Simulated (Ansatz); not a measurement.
# C2H4FNO: rotation by 120° about the N1–C2 bond

Aim: the minimum-energy path and barrier of the rotation by 120° about the N1–C2 bond. The ends are relaxed first, then joined by a nudged elastic band. SMILES of the start: NC1(F)CO1.

Program: Ansatz 0.2.0. Level of theory: RKS PBE0-D4/6-31G*. These are calculated values, not measurements.

## 1. Starting point

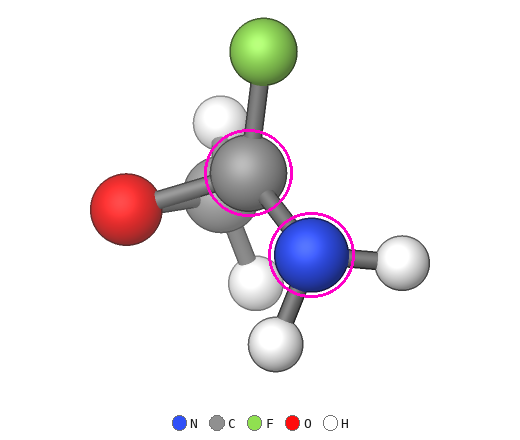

The starting structure, seen from a free direction (nitrogen blue, carbon grey, fluorine green, oxygen red, hydrogen white). Ringed: N1, C2.

As a file:

```xyz
9

N    -0.2416    1.1952    0.6978
C     0.4865    0.2718   -0.0527
F     1.8180    0.2814    0.1829
C    -0.0098   -1.0182   -0.5194
O     0.0836    0.0781   -1.4219
H    -0.4108    0.9444    1.6432
H    -1.1858    1.3229    0.2723
H    -1.0516   -1.2762   -0.2303
H     0.5999   -1.8456   -0.5891
```

## 2. Relaxing end A

input.yaml reads:

```yaml
crystal:
  periodic: [false, false, false]
  atoms:
    - { symbol: "N", position_ang: [-0.2416, 1.1952, 0.6978] }
    - { symbol: C, position_ang: [0.4865, 0.2718, -0.0527] }
    - { symbol: F, position_ang: [1.818, 0.2814, 0.1829] }
    - { symbol: C, position_ang: [-0.0098, -1.0182, -0.5194] }
    - { symbol: O, position_ang: [0.0836, 0.0781, -1.4219] }
    - { symbol: H, position_ang: [-0.4108, 0.9444, 1.6432] }
    - { symbol: H, position_ang: [-1.1858, 1.3229, 0.2723] }
    - { symbol: H, position_ang: [-1.0516, -1.2762, -0.2303] }
    - { symbol: H, position_ang: [0.5999, -1.8456, -0.5891] }
basis:
  gaussian: { orbitals: "6-31G*" }
hamiltonian:
  xc: pbe0
  dispersion: d4
relax:
  f_tol: 0.015
  max_steps: 40
```

Command:

```sh
ansatz run input.yaml --threads 1 --pin off --max-ram 2048MiB --backend cpu --events-out ev --progress --plain --runs-dir out
```

Output (excerpt; [...] marks lines left out):

```text
Warning: RAYON_NUM_THREADS=1 ignored (pool sized by the plan → 1); use --threads N
[...]
Functional definition: PBE0
[...]
902 factors; integrals over basis functions are off by at most 3.6e-4 eV
[...]
mean field -8382.43527094 eV, -308.0488143885 hartree, gradient 3.1e-5 eV, S^2 0.000000; 0 other end points of the search recorded, 0 dependent functions left out
[...]
reference -8382.43528468 eV, -308.0488148932 hartree; 20, 20 occupied and 63, 63 virtual orbitals, 902 factors
relax step   1: F+E_penalty+E_count = -8382.54921744 eV  Δ(F+E_penalty+E_count) = +0.000e0 eV  max|allowed force component| = 2.827e0 eV/Å  Δτ_max = 0.0000 Å  (25 SCF iters, accepted)
[...]
relax step   3: F+E_penalty+E_count = -8382.85354808 eV  Δ(F+E_penalty+E_count) = -4.791e-2 eV  max|allowed force component| = 4.921e-1 eV/Å  Δτ_max = 0.0286 Å  (26 SCF iters, accepted)
[...]
relax step   5: F+E_penalty+E_count = -8382.87004738 eV  Δ(F+E_penalty+E_count) = -4.223e-3 eV  max|allowed force component| = 1.249e-1 eV/Å  Δτ_max = 0.0428 Å  (28 SCF iters, accepted)
[...]
relax step   7: F+E_penalty+E_count = -8382.87431612 eV  Δ(F+E_penalty+E_count) = -4.269e-3 eV  max|allowed force component| = 5.816e-2 eV/Å  Δτ_max = 0.0684 Å  (28 SCF iters, accepted)
[...]
relax step   9: F+E_penalty+E_count = -8382.87571710 eV  Δ(F+E_penalty+E_count) = -1.401e-3 eV  max|allowed force component| = 2.434e-2 eV/Å  Δτ_max = 0.0412 Å  (28 SCF iters, accepted)
[...]
relax step  10: F+E_penalty+E_count = -8382.87005580 eV  Δ(F+E_penalty+E_count) = +5.661e-3 eV  max|allowed force component| = 3.318e-1 eV/Å  Δτ_max = 0.0333 Å  (28 SCF iters, rejected (line search))
[...]
relax step  11: F+E_penalty+E_count = -8382.87592645 eV  Δ(F+E_penalty+E_count) = -2.093e-4 eV  max|allowed force component| = 1.212e-2 eV/Å  Δτ_max = 0.0167 Å  (29 SCF iters, accepted)
902 factors; integrals over basis functions are off by at most 3.7e-4 eV
[...]
mean field -8382.76265752 eV, -308.0608456233 hartree, gradient 9.6e-6 eV, S^2 0.000000; 1 other end points of the search recorded, 0 dependent functions left out
[...]
reference -8382.76267136 eV, -308.0608461317 hartree; 20, 20 occupied and 63, 63 virtual orbitals, 902 factors
Total energy: -8382.87594029 eV, -308.0650086882 hartree
Atom 0 at    -0.272730     1.244418     0.641480 Å, force    -0.002955     0.003109     0.002717 eV/Å
Atom 1 at     0.430258     0.231652    -0.036398 Å, force    -0.006805    -0.006931    -0.010979 eV/Å
Atom 2 at     1.745151     0.302521     0.284551 Å, force     0.004432    -0.002314     0.002795 eV/Å
Atom 3 at    -0.055788    -1.068573    -0.505011 Å, force     0.008681     0.009761     0.000381 eV/Å
Atom 4 at     0.143852     0.083240    -1.370049 Å, force    -0.003950    -0.011824     0.012123 eV/Å
Atom 5 at    -0.210284     1.134075     1.647475 Å, force     0.000658     0.001103    -0.003066 eV/Å
Atom 6 at    -1.243295     1.264803     0.353122 Å, force     0.001929    -0.002963     0.001207 eV/Å
Atom 7 at    -1.097564    -1.355907    -0.364017 Å, force    -0.001696     0.004206    -0.003607 eV/Å
Atom 8 at     0.648799    -1.882429    -0.668354 Å, force    -0.000295     0.005853    -0.001571 eV/Å
Dipole moment:    -0.475196    -0.337802     0.419852 e Å
```

Wall time 39 s (1 thread of Arm Neoverse V2, shared host); peak memory 0.15 GiB.

The steps of the relaxation:

```csv
step,energy from step 1 (eV),largest force component (eV/Å)
1,0.0000,2.8267
2,-0.2564,1.2496
3,-0.3043,0.4921
4,-0.3166,0.1717
5,-0.3208,0.1249
6x,-0.3143,0.3274
7,-0.3251,0.0582
8x,-0.3241,0.1224
9,-0.3265,0.0243
10x,-0.3208,0.3318
11,-0.3267,0.0121
```

Step 1 is the start. 3 steps were tried and not accepted (marked x).

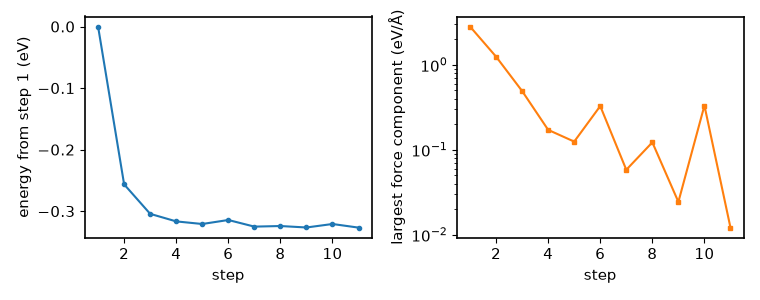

Energy and largest force along the relaxation.

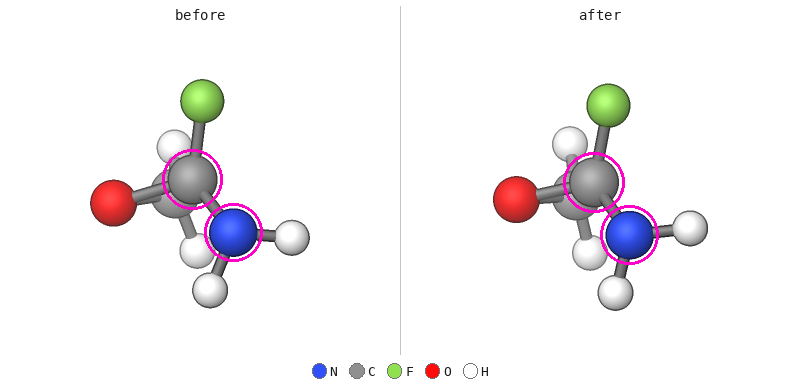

Before and after, at one scale.

After: Bond lengths: N1–C2 1.407 Å, C2–F3 1.355 Å, C2–C4 1.465 Å, C2–O5 1.372 Å, C4–O5 1.454 Å, N1–H6 1.014 Å, N1–H7 1.013 Å, C4–H8 1.090 Å, C4–H9 1.089 Å. Angles (14 of 16 angles, heavy atoms first): N1–C2–F3 109.5°, N1–C2–C4 128.8°, N1–C2–O5 116.2°, F3–C2–C4 116.4°, F3–C2–O5 116.0°, C4–C2–O5 61.6°, C2–C4–O5 56.1°, C2–O5–C4 62.4°, C2–N1–H6 111.6°, C2–N1–H7 110.9°, C2–C4–H8 120.6°, C2–C4–H9 119.8°, O5–C4–H8 114.6°, O5–C4–H9 114.5°.

## 3. End point B

The second end starts from a geometry with the move made by hand.

input.yaml reads:

```yaml
crystal:
  periodic: [false, false, false]
  atoms:
    - { symbol: "N", position_ang: [-0.2416, 1.1952, 0.6978] }
    - { symbol: C, position_ang: [0.4865, 0.2718, -0.0527] }
    - { symbol: F, position_ang: [0.13004, -1.01771, 0.14372] }
    - { symbol: C, position_ang: [1.06344, 0.51906, -1.3696] }
    - { symbol: O, position_ang: [1.89504, 0.52536, -0.21482] }
    - { symbol: H, position_ang: [-0.4108, 0.9444, 1.6432] }
    - { symbol: H, position_ang: [-1.1858, 1.3229, 0.2723] }
    - { symbol: H, position_ang: [0.88464, 1.52752, -1.80149] }
    - { symbol: H, position_ang: [1.12032, -0.21679, -2.08826] }
basis:
  gaussian: { orbitals: "6-31G*" }
hamiltonian:
  xc: pbe0
  dispersion: d4
relax:
  f_tol: 0.015
  max_steps: 40
```

Command:

```sh
ansatz run input.yaml --threads 1 --pin off --max-ram 2048MiB --backend cpu --events-out ev --progress --plain --runs-dir out
```

Output (excerpt; [...] marks lines left out):

```text
Warning: RAYON_NUM_THREADS=1 ignored (pool sized by the plan → 1); use --threads N
[...]
[... 1 set-up line as earlier in the session ...]
[...]
898 factors; integrals over basis functions are off by at most 3.7e-4 eV
[...]
mean field -8382.49928226 eV, -308.0511667608 hartree, gradient 2.3e-5 eV, S^2 0.000000; 0 other end points of the search recorded, 0 dependent functions left out
[...]
reference -8382.49929596 eV, -308.0511672645 hartree; 20, 20 occupied and 63, 63 virtual orbitals, 898 factors
relax step   1: F+E_penalty+E_count = -8382.61236963 eV  Δ(F+E_penalty+E_count) = +0.000e0 eV  max|allowed force component| = 3.778e0 eV/Å  Δτ_max = 0.0000 Å  (25 SCF iters, accepted)
[...]
relax step   3: F+E_penalty+E_count = -8382.92603519 eV  Δ(F+E_penalty+E_count) = -5.351e-2 eV  max|allowed force component| = 3.992e-1 eV/Å  Δτ_max = 0.0546 Å  (28 SCF iters, accepted)
[...]
reference -8382.83973150 eV, -308.0636780398 hartree; 20, 20 occupied and 63, 63 virtual orbitals, 898 factors
Total energy: -8382.95276291 eV, -308.0678318673 hartree
Atom 0 at    -0.327165     1.230185     0.603560 Å, force     0.001062    -0.005440     0.005584 eV/Å
Atom 1 at     0.416716     0.281516    -0.115979 Å, force    -0.002433    -0.000391    -0.010751 eV/Å
Atom 2 at     0.034247    -1.018293     0.101788 Å, force     0.001379     0.005034     0.002800 eV/Å
Atom 3 at     1.056539     0.574232    -1.388386 Å, force    -0.007460    -0.004386    -0.003951 eV/Å
Atom 4 at     1.780251     0.452024    -0.140346 Å, force     0.001945    -0.001283     0.000641 eV/Å
Atom 5 at    -0.140325     1.128210     1.598015 Å, force    -0.004147     0.004585     0.000358 eV/Å
Atom 6 at    -1.320260     1.080259     0.454492 Å, force     0.001405     0.001017     0.003111 eV/Å
Atom 7 at     1.013760     1.583137    -1.792994 Å, force     0.001874    -0.000677     0.003884 eV/Å
Atom 8 at     1.228018    -0.239530    -2.090001 Å, force     0.006375     0.001540    -0.001676 eV/Å
Dipole moment:    -0.381483     0.096488    -0.092807 e Å
```

Wall time 37 s (1 thread of Arm Neoverse V2, shared host); peak memory 0.16 GiB.

The steps of the relaxation:

```csv
step,energy from step 1 (eV),largest force component (eV/Å)
1,0.0000,3.7776
2,-0.2602,1.2670
3,-0.3137,0.3992
4,-0.3242,0.1691
5,-0.3262,0.2526
6,-0.3350,0.3341
7,-0.3387,0.2446
8,-0.3397,0.0388
9,-0.3402,0.0313
10x,-0.3400,0.0402
11,-0.3404,0.0108
```

Step 1 is the start. 1 step was tried and not accepted (marked x).

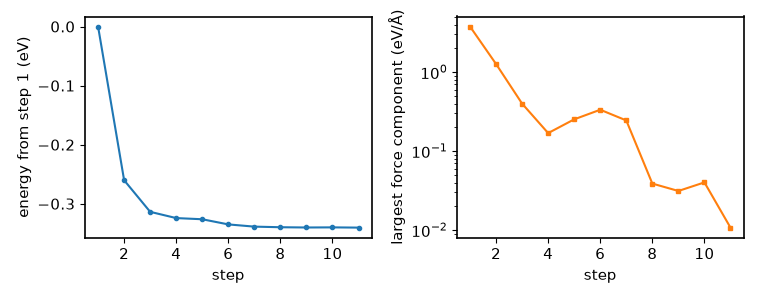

How energy and force went from step to step.

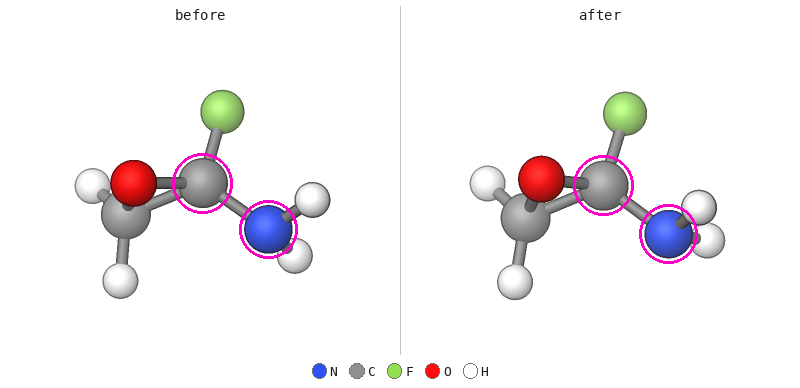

The structure before (left) and after (right), drawn at the same scale.

After: Bond lengths: N1–C2 1.404 Å, C2–F3 1.372 Å, C2–C4 1.454 Å, C2–O5 1.374 Å, C4–O5 1.448 Å, N1–H6 1.017 Å, N1–H7 1.015 Å, C4–H8 1.088 Å, C4–H9 1.088 Å. Angles (14 of 16 angles, heavy atoms first): N1–C2–F3 114.3°, N1–C2–C4 123.1°, N1–C2–O5 116.8°, F3–C2–C4 116.9°, F3–C2–O5 113.4°, C4–C2–O5 61.5°, C2–C4–O5 56.5°, C2–O5–C4 62.0°, C2–N1–H6 109.6°, C2–N1–H7 110.1°, C2–C4–H8 119.7°, C2–C4–H9 118.9°, O5–C4–H8 114.7°, O5–C4–H9 114.5°.

## 4. Nudged elastic band

crystal.atoms is end A as relaxed above, and neb.final_atoms is end B, turned to lie on A. With 5 inner images the band has 7 in all. The start path is listed, through a guess of the saddle.

input.yaml reads:

```yaml
crystal:
  periodic: [false, false, false]
  atoms:
    - { symbol: "N", position_ang: [-0.27273, 1.244418, 0.64148] }
    - { symbol: C, position_ang: [0.430258, 0.231652, -0.036398] }
    - { symbol: F, position_ang: [1.745151, 0.302521, 0.284551] }
    - { symbol: C, position_ang: [-0.055788, -1.068573, -0.505011] }
    - { symbol: O, position_ang: [0.143852, 0.08324, -1.370049] }
    - { symbol: H, position_ang: [-0.210284, 1.134075, 1.647475] }
    - { symbol: H, position_ang: [-1.243295, 1.264803, 0.353122] }
    - { symbol: H, position_ang: [-1.097564, -1.355907, -0.364017] }
    - { symbol: H, position_ang: [0.648799, -1.882429, -0.668354] }
basis:
  gaussian: { orbitals: "6-31G*" }
hamiltonian:
  xc: pbe0
  dispersion: d4
neb:
  order_check: false
  images: 5
  f_tol: 0.05
  max_iterations: 60
  final_atoms:
    - { symbol: "N", position_ang: [-0.61266038, 1.00442017, 0.64630541] }
    - { symbol: C, position_ang: [0.31292873, 0.14810871, 0.02898565] }
    - { symbol: F, position_ang: [1.57610453, 0.2042316, 0.56232003] }
    - { symbol: C, position_ang: [-0.06880145, -1.09141566, -0.62823357] }
    - { symbol: O, position_ang: [0.3021293, 0.11074539, -1.34483449] }
    - { symbol: H, position_ang: [-0.35838443, 1.97185818, 0.46284895] }
    - { symbol: H, position_ang: [-0.60159691, 0.8629419, 1.65169004] }
    - { symbol: H, position_ang: [-1.12044726, -1.35962562, -0.7026075] }
    - { symbol: H, position_ang: [0.65912686, -1.89746466, -0.69367552] }
  initial_path:
    images:
      - { positions_ang: [[-0.27273, 1.244418, 0.64148], [0.430258, 0.231652, -0.036398], [1.745151, 0.302521, 0.284551], [-0.055788, -1.068573, -0.505011], [0.143852, 0.08324, -1.370049], [-0.210284, 1.134075, 1.647475], [-1.243295, 1.264803, 0.353122], [-1.097564, -1.355907, -0.364017], [0.648799, -1.882429, -0.668354]] }
      - { positions_ang: [[-0.30563845, 1.23133816, 0.61695999], [0.43235082, 0.23694696, -0.03938721], [1.73013968, 0.2647179, 0.33390101], [-0.04648281, -1.05061252, -0.54016212], [0.19100489, 0.08124655, -1.40256031], [-0.15628128, 1.27118267, 1.57919304], [-1.26612422, 1.10850437, 0.48897142], [-1.1039319, -1.31063349, -0.41669362], [0.61336227, -1.8788906, -0.63742319]] }
      - { positions_ang: [[-0.33854691, 1.21825832, 0.59243998], [0.43444363, 0.24224192, -0.04237642], [1.71512837, 0.2269148, 0.38325102], [-0.03717761, -1.03265204, -0.57531325], [0.23815779, 0.07925309, -1.43507163], [-0.10227856, 1.40829035, 1.51091108], [-1.28895345, 0.95220573, 0.62482084], [-1.11029981, -1.26535998, -0.46937023], [0.57792554, -1.87535219, -0.60649238]] }
      - { positions_ang: [[-0.37145536, 1.20517847, 0.56791997], [0.43653645, 0.24753687, -0.04536563], [1.70011705, 0.1891117, 0.43260103], [-0.02787242, -1.01469156, -0.61046437], [0.28531068, 0.07725964, -1.46758294], [-0.04827583, 1.54539802, 1.44262911], [-1.31178267, 0.7959071, 0.76067025], [-1.11666771, -1.22008647, -0.52204685], [0.54248881, -1.87181379, -0.57556157]] }
      - { positions_ang: [[-0.45185703, 1.13825904, 0.59404845], [0.39533388, 0.21439415, -0.02058187], [1.65877955, 0.19415167, 0.4758407], [-0.04151543, -1.04026626, -0.61638744], [0.29091689, 0.08842155, -1.42666679], [-0.15164537, 1.68755141, 1.11603572], [-1.07505408, 0.81825203, 1.05767685], [-1.11792756, -1.26659952, -0.58223373], [0.58136816, -1.88036408, -0.61493289]] }
      - { positions_ang: [[-0.5322587, 1.0713396, 0.62017693], [0.3541313, 0.18125143, 0.00420189], [1.61744204, 0.19919163, 0.51908037], [-0.05515844, -1.06584096, -0.6223105], [0.2965231, 0.09958347, -1.38575064], [-0.2550149, 1.82970479, 0.78944234], [-0.8383255, 0.84059697, 1.35468344], [-1.11918741, -1.31311257, -0.64242062], [0.62024751, -1.88891437, -0.65430421]] }
      - { positions_ang: [[-0.61266038, 1.00442017, 0.64630541], [0.31292873, 0.14810871, 0.02898565], [1.57610453, 0.2042316, 0.56232003], [-0.06880145, -1.09141566, -0.62823357], [0.3021293, 0.11074539, -1.34483449], [-0.35838443, 1.97185818, 0.46284895], [-0.60159691, 0.8629419, 1.65169004], [-1.12044726, -1.35962562, -0.7026075], [0.65912686, -1.89746466, -0.69367552]] }
```

Command:

```sh
ansatz run input.yaml --threads 1 --pin off --max-ram 2048MiB --backend cpu --events-out ev --progress --plain --runs-dir out
```

Output (excerpt; [...] marks lines left out):

```text
Warning: RAYON_NUM_THREADS=1 ignored (pool sized by the plan → 1); use --threads N
[...]
[... 1 set-up line as earlier in the session ...]
[...]
899 factors; integrals over basis functions are off by at most 3.7e-4 eV
[...]
mean field -8382.76266071 eV, -308.0608457405 hartree, gradient 2.9e-5 eV, S^2 0.000000; 0 other end points of the search recorded, 0 dependent functions left out
[...]
reference -8382.76267461 eV, -308.0608462512 hartree; 20, 20 occupied and 63, 63 virtual orbitals, 899 factors
899 factors; integrals over basis functions are off by at most 3.7e-4 eV
[...]
mean field -8382.83972353 eV, -308.0636777471 hartree, gradient 4.4e-5 eV, S^2 0.000000; 0 other end points of the search recorded, 0 dependent functions left out
[...]
reference -8382.83973745 eV, -308.0636782586 hartree; 20, 20 occupied and 63, 63 virtual orbitals, 899 factors
[...]
Total energy: -8382.80145670 eV, -308.0622714670 hartree
Atom 0 at    -0.423770     1.194636     0.578892 Å, force     0.001461    -0.000459     0.000944 eV/Å
Atom 1 at     0.380719     0.211039    -0.033472 Å, force    -0.004266     0.000184     0.000044 eV/Å
Atom 2 at     1.642211     0.255786     0.473693 Å, force     0.001685    -0.000026    -0.000460 eV/Å
Atom 3 at    -0.077873    -1.048377    -0.605000 Å, force     0.000736     0.000784    -0.000201 eV/Å
Atom 4 at     0.347026     0.078835    -1.406686 Å, force     0.000464     0.000282     0.000333 eV/Å
Atom 5 at     0.073307     1.623687     1.348671 Å, force     0.000368     0.000597    -0.000169 eV/Å
Atom 6 at    -1.303460     0.820501     0.910351 Å, force    -0.000714    -0.000277    -0.000606 eV/Å
Atom 7 at    -1.143044    -1.276048    -0.662547 Å, force    -0.000398     0.000131    -0.000316 eV/Å
Atom 8 at     0.593284    -1.906259    -0.621103 Å, force     0.000664    -0.001216     0.000431 eV/Å
Dipole moment:    -0.353334    -0.287547     0.516342 e Å
this run last wrote the band of iteration 8 to <dir>
```

It took 1.9 min on 1 thread of Arm Neoverse V2, shared host; peak memory 0.16 GiB.

(Part 1 of 2 ends here.)
